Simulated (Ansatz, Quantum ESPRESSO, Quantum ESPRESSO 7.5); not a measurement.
# Sn chain with one atom pushed 1.0 Å aside at constant bond length: ballistic transmission

How well does the junction conduct in the ballistic limit? It is: Sn chain with one atom pushed 1.0 Å aside at constant bond length.

Method: plane-wave DFT, LDA, GBRV ultrasoft pseudopotentials (cross-check by Ansatz 0.2.0 with PAW datasets), in Quantum ESPRESSO 7.5.

## Step 1: The starting structure

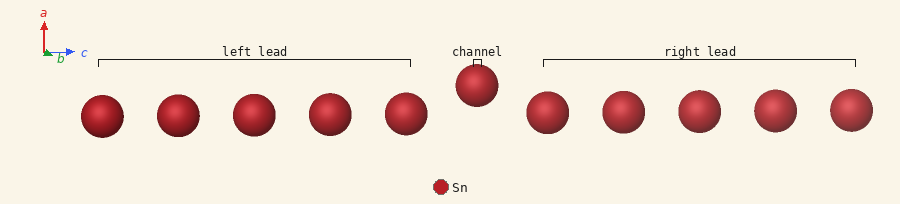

Start, viewed from the side, with the c axis across the page; tin red.

The cell holds 11 atoms: 11 Sn. Cell: a = 7.500 Å, b = 7.500 Å, c = 29.873 Å, α = 90.0°, β = 90.0°, γ = 90.0°. Regions: left lead, 5 atoms (5 Sn); channel, 1 atom (1 Sn); right lead, 5 atoms (5 Sn). Vacuum lies along a and b. The structure is stacked along c, and the current runs across the ab planes.

## Step 2: Self-consistent run

One periodic cell holds a stretch of lead, the junction and more lead; the atoms stay as built.

The input, scf.in:

```
&control
  prefix = 'scf'
  outdir = './out'
  pseudo_dir = './pseudo'
  calculation = 'scf'
  tprnfor = .true.
/
&system
  ibrav = 0
  nat = 11
  ntyp = 1
  ecutwfc = 34
  ecutrho = 170
  occupations = 'smearing'
  smearing = 'mv'
  degauss = 0.01
/
&electrons
  conv_thr = 1e-07
  mixing_beta = 0.25
  electron_maxstep = 120
  mixing_mode = 'local-TF'
/
ATOMIC_SPECIES
  Sn  118.7100  sn_lda_v1.4.uspp.F.UPF
CELL_PARAMETERS angstrom
  7.50000000000000 0.00000000000000 0.00000000000000
  0.00000000000000 7.50000000000000 0.00000000000000
  0.00000000000000 0.00000000000000 29.87347538297980
ATOMIC_POSITIONS crystal
  Sn  0.500000000000 0.500000000000 0.000000000000
  Sn  0.500000000000 0.500000000000 0.092054907062
  Sn  0.500000000000 0.500000000000 0.184109814124
  Sn  0.500000000000 0.500000000000 0.276164721186
  Sn  0.500000000000 0.500000000000 0.368219628248
  Sn  0.633333333000 0.500000000000 0.453972546469
  Sn  0.500000000000 0.500000000000 0.539725464690
  Sn  0.500000000000 0.500000000000 0.631780371752
  Sn  0.500000000000 0.500000000000 0.723835278814
  Sn  0.500000000000 0.500000000000 0.815890185876
  Sn  0.500000000000 0.500000000000 0.907945092938
K_POINTS automatic
  1 1 3 0 0 0
```

Started as:

```console
$ OMP_NUM_THREADS=1 mpirun -n 4 pw.x -nk 1 -in scf.in > scf.out
```

What it wrote:

```text
Program PWSCF v.7.5 starts
[citation notice left out]

     Parallel version (MPI & OpenMP), running on       4 processor cores
     Number of MPI processes:                 4
     Threads/MPI process:                     1

     MPI processes distributed on     1 nodes
[...]
Current dimensions of program PWSCF are:
     Max number of different atomic species (ntypx) = 10
     Max number of k-points (npk) =  40000
     Max angular momentum in pseudopotentials (lmaxx) =  4
     Message from routine setup:
     using ibrav=0 with symmetry is DISCOURAGED, use correct ibrav instead

     R & G space division:  proc/nbgrp/npool/nimage =       4
     Subspace diagonalization in iterative solution of the eigenvalue problem:
     a serial algorithm will be used

     Parallelization info
     --------------------
     sticks:   dense  smooth     PW     G-vecs:    dense   smooth      PW
     Min         677     544    138               106083    75930    9672
     Max         678     545    139               106106    75941    9683
     Sum        2709    2177    553               424359   303737   38713

     Using Slab Decomposition

     bravais-lattice index     =            0
     lattice parameter (alat)  =      14.1729  a.u.
     unit-cell volume          =   11339.7865 (a.u.)^3
     number of atoms/cell      =           11
     number of atomic types    =            1
     number of electrons       =       154.00
     number of Kohn-Sham states=           92
     kinetic-energy cutoff     =      34.0000  Ry
     charge density cutoff     =     170.0000  Ry
     scf convergence threshold =      1.0E-07
     mixing beta               =       0.2500
     number of iterations used =            8  local-TF  mixing
     Exchange-correlation=  SLA  PZ   NOGX NOGC
                           (   1   1   0   0   0   0   0)

     celldm(1)=  14.172946  celldm(2)=   0.000000  celldm(3)=   0.000000
     celldm(4)=   0.000000  celldm(5)=   0.000000  celldm(6)=   0.000000

     crystal axes: (cart. coord. in units of alat)
               a(1) = (   1.000000   0.000000   0.000000 )
               a(2) = (   0.000000   1.000000   0.000000 )
               a(3) = (   0.000000   0.000000   3.983130 )

     reciprocal axes: (cart. coord. in units 2 pi/alat)
               b(1) = (  1.000000  0.000000  0.000000 )
               b(2) = (  0.000000  1.000000  0.000000 )
               b(3) = (  0.000000  0.000000  0.251059 )

     PseudoPot. # 1 for Sn read from file:
     ./pseudo/sn_lda_v1.4.uspp.F.UPF
     Pseudo is Ultrasoft + core correction, Zval = 14.0
     Generated by new atomic code, or converted to UPF format
     Using radial grid of  891 points,  6 beta functions with:
                l(1) =   0
                l(2) =   0
                l(3) =   1
                l(4) =   1
                l(5) =   2
                l(6) =   2
     Q(r) pseudized with  8 coefficients,  rinner =    1.350   1.350   1.350
                                                       1.350   1.350

     atomic species   valence    mass     pseudopotential
     Sn               14.00   118.71000     Sn( 1.00)

      2 Sym. Ops. (no inversion) found

   Cartesian axes

     site n.     atom                  positions (alat units)
         1        Sn     tau(   1) = (   0.5000000   0.5000000   0.0000000  )
         2        Sn     tau(   2) = (   0.5000000   0.5000000   0.3666667  )
         3        Sn     tau(   3) = (   0.5000000   0.5000000   0.7333333  )
         4        Sn     tau(   4) = (   0.5000000   0.5000000   1.1000000  )
         5        Sn     tau(   5) = (   0.5000000   0.5000000   1.4666667  )
         6        Sn     tau(   6) = (   0.6333333   0.5000000   1.8082317  )
         7        Sn     tau(   7) = (   0.5000000   0.5000000   2.1497967  )
         8        Sn     tau(   8) = (   0.5000000   0.5000000   2.5164634  )
         9        Sn     tau(   9) = (   0.5000000   0.5000000   2.8831301  )
        10        Sn     tau(  10) = (   0.5000000   0.5000000   3.2497967  )
        11        Sn     tau(  11) = (   0.5000000   0.5000000   3.6164634  )

     number of k points=     2  Marzari-Vanderbilt smearing, width (Ry)=  0.0100
                       cart. coord. in units 2pi/alat
        k(    1) = (   0.0000000   0.0000000   0.0000000), wk =   0.6666667
        k(    2) = (   0.0000000   0.0000000   0.0836863), wk =   1.3333333

     Dense  grid:   424359 G-vectors     FFT dimensions: (  60,  60, 240)

     Smooth grid:   303737 G-vectors     FFT dimensions: (  54,  54, 216)

     Estimated max dynamical RAM per process >     480.60 MB

     Estimated total dynamical RAM >       1.88 GB

     Initial potential from superposition of free atoms

     starting charge     142.9996, renormalised to     154.0000

     negative rho (up, down):  1.722E-04 0.000E+00
     Starting wfcs are   99 randomized atomic wfcs

     total cpu time spent up to now is        1.9 secs

     per-process dynamical memory:   135.6 Mb

     Self-consistent Calculation

     iteration #  1     ecut=    34.00 Ry     beta= 0.25
     Davidson diagonalization with overlap
     ethr =  1.00E-02,  avg # of iterations =  3.0

     negative rho (up, down):  1.487E-01 0.000E+00

     total cpu time spent up to now is        8.1 secs

     total energy              =   -1750.87915067 Ry
     estimated scf accuracy    <      11.88952631 Ry

     iteration #  2     ecut=    34.00 Ry     beta= 0.25
[...]
negative rho (up, down):  3.119E+00 0.000E+00

[...]
total energy              =   -1743.42434147 Ry
     estimated scf accuracy    <      10.48667349 Ry

     iteration #  3     ecut=    34.00 Ry     beta= 0.25
[...]
negative rho (up, down):  1.465E+00 0.000E+00

[...]
total energy              =   -1743.34670443 Ry
     estimated scf accuracy    <      26.81823467 Ry

     iteration #  4     ecut=    34.00 Ry     beta= 0.25
[...]
negative rho (up, down):  7.774E-01 0.000E+00

[...]
total energy              =   -1745.86742551 Ry
     estimated scf accuracy    <       1.70584214 Ry

     iteration #  5     ecut=    34.00 Ry     beta= 0.25
[...]
negative rho (up, down):  4.954E-01 0.000E+00

[...]
total energy              =   -1747.05111700 Ry
     estimated scf accuracy    <       0.54049201 Ry

     iteration #  6     ecut=    34.00 Ry     beta= 0.25
[...]
negative rho (up, down):  4.583E-01 0.000E+00

[...]
total energy              =   -1746.90855242 Ry
     estimated scf accuracy    <       1.62138559 Ry

     iteration #  7     ecut=    34.00 Ry     beta= 0.25
[...]
negative rho (up, down):  1.126E-01 0.000E+00

[...]
total energy              =   -1746.01805006 Ry
     estimated scf accuracy    <       1.08092226 Ry

     iteration #  8     ecut=    34.00 Ry     beta= 0.25
[...]
negative rho (up, down):  7.024E-02 0.000E+00

[...]
total energy              =   -1746.42110175 Ry
     estimated scf accuracy    <       0.13246730 Ry

     iteration #  9     ecut=    34.00 Ry     beta= 0.25
[...]
negative rho (up, down):  2.617E-02 0.000E+00

[...]
total energy              =   -1746.44111173 Ry
     estimated scf accuracy    <       0.00976820 Ry

     iteration # 10     ecut=    34.00 Ry     beta= 0.25
[...]
negative rho (up, down):  1.079E-02 0.000E+00

[...]
total energy              =   -1746.43657125 Ry
     estimated scf accuracy    <       0.01973588 Ry

     iteration # 11     ecut=    34.00 Ry     beta= 0.25
[...]
negative rho (up, down):  2.502E-03 0.000E+00

[...]
total energy              =   -1746.43211248 Ry
     estimated scf accuracy    <       0.00859792 Ry

     iteration # 12     ecut=    34.00 Ry     beta= 0.25
[...]
negative rho (up, down):  1.542E-03 0.000E+00

[...]
total energy              =   -1746.43263066 Ry
     estimated scf accuracy    <       0.00083754 Ry

     iteration # 13     ecut=    34.00 Ry     beta= 0.25
[...]
negative rho (up, down):  1.016E-04 0.000E+00

[...]
total energy              =   -1746.43312629 Ry
     estimated scf accuracy    <       0.00047665 Ry

     iteration # 14     ecut=    34.00 Ry     beta= 0.25
[...]
negative rho (up, down):  3.854E-06 0.000E+00

[...]
total energy              =   -1746.43328745 Ry
     estimated scf accuracy    <       0.00002881 Ry

     iteration # 15     ecut=    34.00 Ry     beta= 0.25
[...]
negative rho (up, down):  2.873E-06 0.000E+00

[...]
total energy              =   -1746.43328285 Ry
     estimated scf accuracy    <       0.00001253 Ry

     iteration # 16     ecut=    34.00 Ry     beta= 0.25
[...]
negative rho (up, down):  6.142E-07 0.000E+00

[...]
total energy              =   -1746.43328338 Ry
     estimated scf accuracy    <       0.00000199 Ry

     iteration # 17     ecut=    34.00 Ry     beta= 0.25
[...]
negative rho (up, down):  1.498E-06 0.000E+00

[...]
total energy              =   -1746.43328386 Ry
     estimated scf accuracy    <       0.00000081 Ry

     iteration # 18     ecut=    34.00 Ry     beta= 0.25
[...]
negative rho (up, down):  2.878E-06 0.000E+00

[...]
total energy              =   -1746.43328443 Ry
     estimated scf accuracy    <       0.00000048 Ry

     iteration # 19     ecut=    34.00 Ry     beta= 0.25
[...]
negative rho (up, down):  5.986E-06 0.000E+00

[...]
total energy              =   -1746.43328418 Ry
     estimated scf accuracy    <       0.00000043 Ry

     iteration # 20     ecut=    34.00 Ry     beta= 0.25
[...]
negative rho (up, down):  5.986E-06 0.000E+00

[...]
End of self-consistent calculation

          k = 0.0000 0.0000 0.0000 ( 37929 PWs)   bands (ev):

   -23.5591 -23.5203 -23.4615 -23.3861 -23.3511 -23.2314 -23.2294 -23.2282
   -23.2236 -23.2124 -23.2026 -23.1913 -23.1852 -23.1595 -23.1542 -23.1373
   -23.1254 -23.1190 -23.1169 -23.1159 -23.1070 -23.0924 -23.0910 -23.0909
   -23.0896 -23.0896 -23.0871 -23.0823 -23.0817 -23.0777 -23.0735 -23.0726
   -23.0642 -23.0637 -23.0596 -23.0566 -23.0566 -23.0482 -23.0477 -23.0474
   -23.0445 -23.0210 -23.0168 -23.0140 -22.9994 -22.9767 -22.9585 -22.9565
   -22.9502 -22.9351 -22.9286 -22.8930 -22.8451 -22.7934 -22.7535 -10.3664
   -10.2050 -10.1703  -9.6876  -9.6702  -8.8139  -8.8071  -7.5816  -7.5466
    -6.0144  -5.9346  -3.9357  -3.7245  -2.7502  -2.7129  -2.5817  -2.5702
    -2.5503  -2.5456  -2.1433  -2.1417  -2.0144  -2.0076  -1.4920  -1.4448
    -1.1383  -1.1378  -0.9525  -0.8251  -0.3183  -0.1069  -0.0403  -0.0212
     0.6190   0.9614   0.9829   1.0309

          k = 0.0000 0.0000 0.0837 ( 37997 PWs)   bands (ev):

   -23.5590 -23.5215 -23.4549 -23.4064 -23.3194 -23.2656 -23.2335 -23.2323
   -23.2198 -23.2108 -23.2051 -23.1853 -23.1697 -23.1515 -23.1484 -23.1379
   -23.1203 -23.1189 -23.1166 -23.1161 -23.1093 -23.1050 -23.0917 -23.0913
   -23.0907 -23.0899 -23.0876 -23.0826 -23.0817 -23.0736 -23.0730 -23.0682
   -23.0656 -23.0643 -23.0641 -23.0568 -23.0568 -23.0502 -23.0484 -23.0478
   -23.0478 -23.0395 -23.0249 -23.0016 -22.9969 -22.9681 -22.9592 -22.9483
   -22.9417 -22.9359 -22.9305 -22.9086 -22.8434 -22.7920 -22.7539 -10.3530
   -10.2756 -10.0580  -9.8860  -9.4306  -9.1414  -8.4375  -8.0217  -7.0666
    -6.5311  -5.4697  -4.3846  -3.2520  -2.7339  -2.7309  -2.6757  -2.6624
    -2.4553  -2.4163  -2.3340  -2.2322  -1.9353  -1.8132  -1.7532  -1.4612
    -1.4324  -1.0311  -0.7877  -0.6219  -0.4157  -0.1965   0.1592   0.3526
     0.4565   0.7120   0.7919   1.0306

     the Fermi energy is    -1.9224 ev

!    total energy              =   -1746.43328432 Ry
     estimated scf accuracy    <       0.00000005 Ry
     smearing contrib. (-TS)   =      -0.00070303 Ry
     internal energy E=F+TS    =   -1746.43258130 Ry

     The total energy is F=E-TS. E is the sum of the following terms:
     one-electron contribution =   -1939.68655564 Ry
     hartree contribution      =    1011.49018007 Ry
     xc contribution           =    -464.69954998 Ry
     ewald contribution        =    -353.53665575 Ry

     convergence has been achieved in  20 iterations

     negative rho (up, down):  5.986E-06 0.000E+00

     Forces acting on atoms (cartesian axes, Ry/au):

     atom    1 type  1   force =    -0.00036699    0.00000000   -0.00152512
     atom    2 type  1   force =     0.00029840    0.00000000   -0.00477076
     atom    3 type  1   force =     0.00062307    0.00000000    0.00294964
     atom    4 type  1   force =     0.00230284    0.00000000    0.00504737
     atom    5 type  1   force =    -0.00460912    0.00000000   -0.00271314
     atom    6 type  1   force =     0.00350342    0.00000000    0.00000326
     atom    7 type  1   force =    -0.00460976    0.00000000    0.00270239
     atom    8 type  1   force =     0.00230366    0.00000000   -0.00504825
     atom    9 type  1   force =     0.00062353    0.00000000   -0.00294857
     atom   10 type  1   force =     0.00029852    0.00000000    0.00477083
     atom   11 type  1   force =    -0.00036759    0.00000000    0.00153235

     Total force =     0.014136     Total SCF correction =     0.000172

[...]
=------------------------------------------------------------------------------=
   JOB DONE.
=------------------------------------------------------------------------------=
```

The job ended after 1.9 min (4 MPI ranks of Arm Neoverse V2, shared host; peak memory 2 GiB).

This step gave:

| Property | Result |
| --- | --- |
| free energy | -23761.4353 eV |
| Fermi energy | -1.922 eV |

The program's own clock; routines nest. Time by routine:

| routine | wall time (s) | calls |
| --- | --- | --- |
| PWSCF | 112 | 1 |
| electrons | 109 | 1 |
| c_bands | 77.33 | 20 |
| cegterg | 76.05 | 40 |
| h_psi | 47.94 | 141 |
| fftw | 39.2 | 23984 |
| vloc_psi | 35.39 | 141 |
| sum_band | 15.79 | 20 |
| mix_rho | 9.27 | 20 |
| calbec | 8.77 | 189 |
| newd | 6.63 | 21 |
| h_psi:calbec | 6.13 | 141 |
| s_psi | 6.1 | 141 |
| add_vuspsi | 6.1 | 141 |

The run needed 20 iterations to bring the estimated error under 1e-07 Ry; the largest force on any atom, held or free, is 0.14 eV/Å.

(Part 1 of 4 ends here.)

[Logs are printed without paths, hosts, clocks, repeated set-up lines and the standing remarks that a program may print on its own settings, such as how far it seeks lower states.]

[Hosts, paths, dates, database ids (printed as entryN), source tags and the programs' standing remarks are cut or masked in the printed files.]

[Maps of the electrostatic potential energy from Ansatz leave out the sawtooth potential of an applied field or a dipole correction, so their vacuum need not be flat; planar profiles and work functions include it.]
